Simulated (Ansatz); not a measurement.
# SF2 (sulfur difluoride) at MP2/STO-3G

What is the electronic atomisation energy of SF2 (sulfur difluoride) at MP2/STO-3G? 

The results are computed with Ansatz 0.2.0.

39 further runs of the same task are left out: 4 that didn't finish, 35 set aside as unsound or not needed.

**1. The structure to begin with**

SF2: 3 atoms, total charge 0, spin state singlet. SMILES: `FSF`. The shape is that of a PBE0-D4/def2-TZVP optimisation.

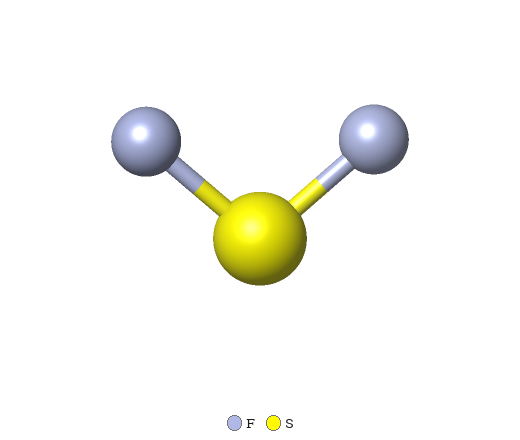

Viewed from a chosen angle; fluorine light blue, sulfur yellow.

**2. The energy at MP2/STO-3G**

File in.yaml:

```yaml
crystal:
  periodic: [false, false, false]
  atoms:
    - symbol: F
      position_ang: [0.440140, 1.116450, 0.365400]
    - symbol: S
      position_ang: [-0.601990, 0.126530, -0.315250]
    - symbol: F
      position_ang: [0.161840, -1.242970, -0.050150]
basis:
  gaussian: {orbitals: STO-3G}
correlation: {method: mp2, frozen_orbitals: {F: 1, S: 5}}
accuracy: high
```

Run with:

```console
$ ansatz run in.yaml --threads 1 --pin off --max-ram 3480MiB --events-out events.jsonl --progress --plain --runs-dir runs
```

Output:

```text
Warning: RAYON_NUM_THREADS=1 ignored (pool sized by the plan → 1); use --threads N
Functional definition: HF
  name "HF"
  exchange = exact_x
  correlation = 0
337 factors; integrals over basis functions are off by at most 2.8e-8 eV
mean field evaluation 1: about -16030.4682 eV, gradient 1.7e1 eV
mean field evaluation 2: about -16030.5846 eV, gradient 1.7e1 eV
mean field evaluation 4: about -16032.0947 eV, gradient 1.0e0 eV
mean field evaluation 8: about -16032.1017 eV, gradient 2.1e-6 eV
mean field -16032.10171475 eV, -589.1688710683 hartree, gradient 4.7e-8 eV, S^2 0.000000; 0 other end points of the search recorded, 0 dependent functions left out
7 core orbitals not correlated: weight in the atoms' cores, before any rotation towards them, 1.000 or more for the frozen orbitals, at most 0.000 for the correlated occupied ones
reference -16032.10171475 eV, -589.1688710683 hartree; 10, 10 occupied and 2, 2 virtual orbitals, 337 factors
second order -1.49314353 eV of doubles, -0.00000000 eV of singles
Total energy: -16033.59485829 eV, -589.2237430812 hartree
```

Wall time 0.58 s (1 thread of Arm Neoverse V2, shared host).

**3. The F atom**

File in.yaml:

```yaml
crystal:
  periodic: [false, false, false]
  atoms:
    - symbol: F
      position_ang: [0.000000, 0.000000, 0.000000]
basis:
  gaussian: {orbitals: STO-3G}
magnetization: {spin_polarized: true, initial_magnetization: 1}
correlation: {method: mp2, frozen_orbitals: {F: 1}}
accuracy: high
```

Run the same way, it converges to -97.98651 Eh (log not shown).

**4. The S atom**

File job.yaml:

```yaml
crystal:
  periodic: [false, false, false]
  atoms:
    - {symbol: S, position_ang: [0.000000, 0.000000, 0.000000]}
basis:
  gaussian: {orbitals: STO-3G}
magnetization: {spin_polarized: true, initial_magnetization: 2}
correlation: {method: mp2, frozen_orbitals: {S: 5}}
accuracy: high
```

Run the same way, it converges to -393.13022 Eh (log not shown).

**5. What came out**

At MP2/STO-3G, 7 core orbitals frozen:

| quantity | value |
| --- | --- |
| molecule: total energy | -589.22374 Eh |
| molecule: correlation energy (7 core orbitals frozen) | -54.9 mEh |
| F atom: total energy | -97.98651 Eh |
| F atom: correlation energy (1 core orbital frozen) | 0.0 mEh |
| F atom: ⟨S²⟩ of the reference determinant | 0.750 |
| S atom: total energy | -393.13022 Eh |
| S atom: correlation energy (5 core orbitals frozen) | 0.0 mEh |
| S atom: ⟨S²⟩ of the reference determinant | 2.000 |
| electronic atomisation energy | 3.279 eV |

In words: Taking the molecule apart into free atoms costs 3.28 eV (76 kcal/mol), before zero-point energy and without spin-orbit coupling. In a minimal basis such a difference can be off by several eV, whatever the method.
